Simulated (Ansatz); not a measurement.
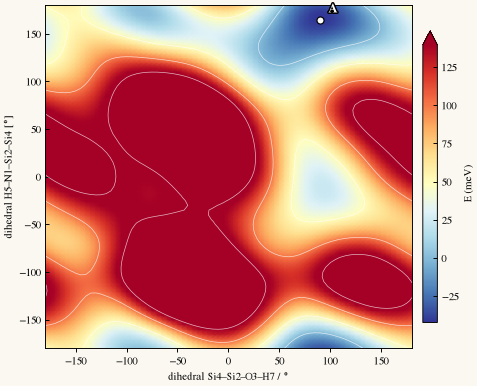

H₆NOSi₂, SMILES N[Si](O)[SiH3], spin multiplicity 2. First axis: dihedral Si4–Si2–O3–H7. Second axis: dihedral H5–N1–Si2–Si4. Nothing is relaxed (all other coordinates rigid). Grid: 10 × 10 points. Points are written as (first, second). Energies: meV, counted from the relaxed molecule at the same level. All numbers below come from UKS B3LYP-D4/def2-SVP in Ansatz 0.2.0.

The picture shows a smooth colour map with a few white contour lines, one colour for all values above the top of the scale, the point A. Between grid points the surface is interpolated.

Q: What is the easiest way out of the well at A, and how high is the barrier?

A: The easiest path leads from the well at about (90°, 165°) to the well at about (−85°, 175°), about 44 meV higher. Its highest point lies about 73 meV above the bottom of the first well on the interpolated surface, at about (−20°, 150°). Seen from the upper well the barrier is about 29 meV. This is the barrier on the constrained surface; relaxing the other coordinates would change it.

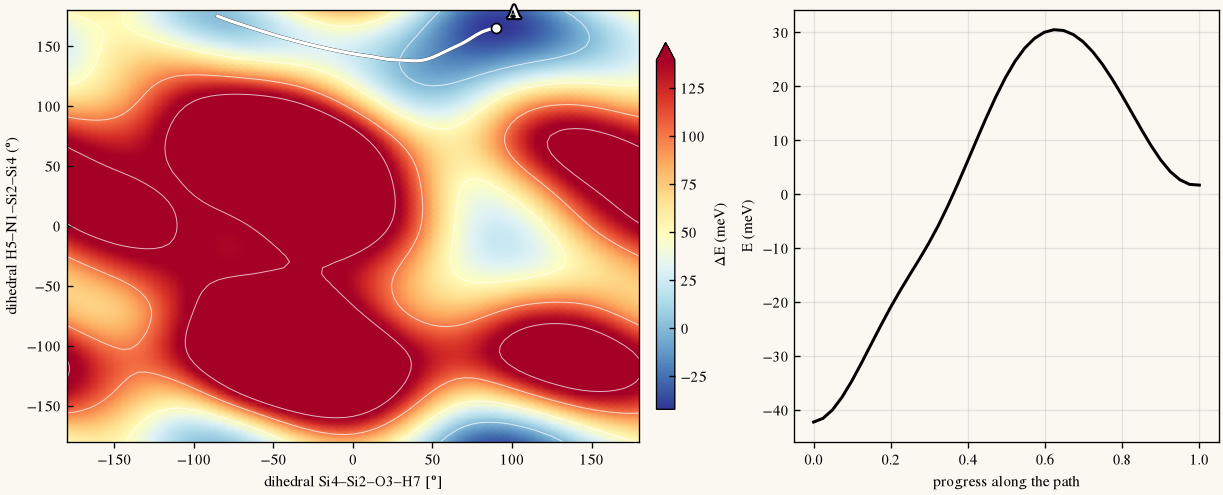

Drawn: a smooth colour map with a few white contour lines, a line along the lowest path, one colour for all values above the top of the scale, the energy along the path at the right. Between grid points the surface is interpolated.
